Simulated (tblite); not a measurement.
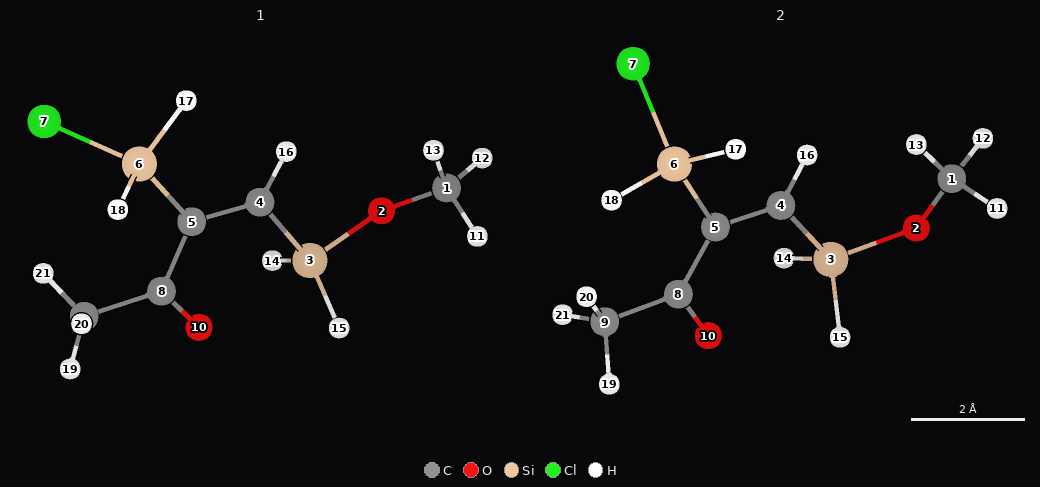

Two geometries of C5H11ClO2Si2, drawn at one scale. One is the start of a relaxation, the other its converged end. A ball-and-stick model, seen at a tilt.

Level of theory: GFN2-xTB geometry optimisation, gas phase (tblite 0.8.0). 

> Which geometry has the lower energy?

Structure 1 is the relaxed one. After 185 geometry steps the energy has fallen by 89.4 kJ/mol. Cl7 moves most after the best rigid fit: 1.60 Å. Largest moves by element: Cl 1.60 Å, H 1.12 Å, O 0.41 Å, C 0.36 Å, Si 0.29 Å. Near-neighbour distances that change, for instance: Si3–O10 2.600 → 2.336 Å, Si6–Cl7 2.101 → 2.023 Å, Si3–C4 1.826 → 1.898 Å, C8–O10 1.278 → 1.220 Å. Bond angles that change, for instance: O2–Si3–H14 107.3° → 93.6°, H14–Si3–H15 111.0° → 124.2°, C1–O2–Si3 118.8° → 130.2°. Groups turn about O2–Si3 by about 50°, C8–C9 by about 45°, C5–Si6 by about 45°. The run took 3.9 s on 1 thread of Arm Neoverse N1, with other jobs on the host.
